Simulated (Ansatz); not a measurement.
# Fields on a plane of Bi2Te3 (Bi2Te3 type, space group R-3m)

```xyz
5
Lattice="2.1936 1.2665 10.0953 -2.1936 1.2665 10.0953 0.0000 -2.5329 10.0953" Properties=species:S:1:pos:R:3 pbc="T T T"
Bi     0.0000     0.0000    12.1187
Bi     0.0000     0.0000    18.1671
Te     0.0000     0.0000     0.0000
Te     0.0000     0.0000     6.3402
Te     0.0000     0.0000    23.9456
```

The slice is a (0001) plane (indices of the conventional cell) through the point (0.400, 0.400, 0.400) (fractional), spanned by u = [1 0 -1] and v = [-1 2 -1] in vectors of this cell: u (4.39 Å) and v (7.60 Å, at 90° to u). It covers one period; positions are fractions (u, v).

Atoms on it: Bi at (0.00, 0.00); Bi at (0.50, 0.50).

Calculation: PBE-D3(BJ) (plane waves to 420 eV, PAW, scalar-relativistic; Ansatz, a quantum-chemistry and plane-wave program). k mesh 9×9×9. Inside the PAW spheres the values are not all-electron values, and peaks at nuclei hang on which shells count as valence. Bi2Te3 was relaxed with its symmetry unable to fall. Spin-orbit coupling is left out, though Bi and Te are heavy.

```
|%#+:       :+#|
|+=-.       .-=|
|::.         .:|
|..           .|
|..           .|
|:..         ..|
|::..       ..:|
|-::.       .::|
|:::...:-:...::|
|:...:-=+=-:...|
|.. .:=#%#=:. .|
|   .-+%@%+-.  |
|    :+#%#+:   |
|    .-=+=-.   |
|     .:::.    |
|      ...     |
|      ...     |
|     ..:..    |
|    ..:::..   |
|    .::-::.   |
|-:...:::::...:|
|+=-:...:...:-=|
|%#=:. ... .:=#|
|@%+-.     .-+%|
```
Scale: ten equal steps from 0.002 (start of ' ') to 0.038 (end of '@'), in the order ' .:-=+*#%@'. Values: density of the highest valence band (whole band, smooth part) in e/Å³. The map has 14 points along u (one character each, u = 0 at the left) and 24 along v (v = 0 in the bottom row). 

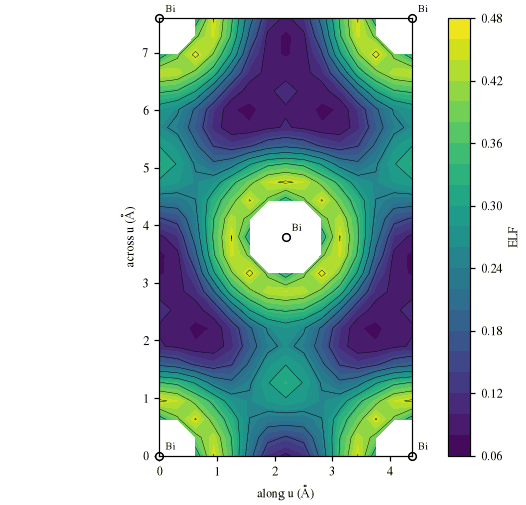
Fig. 1. Electron localisation function (ELF), one period of the plane, atoms marked. Points within 0.5 Å of a nucleus are left white, as the pseudised field means little there.
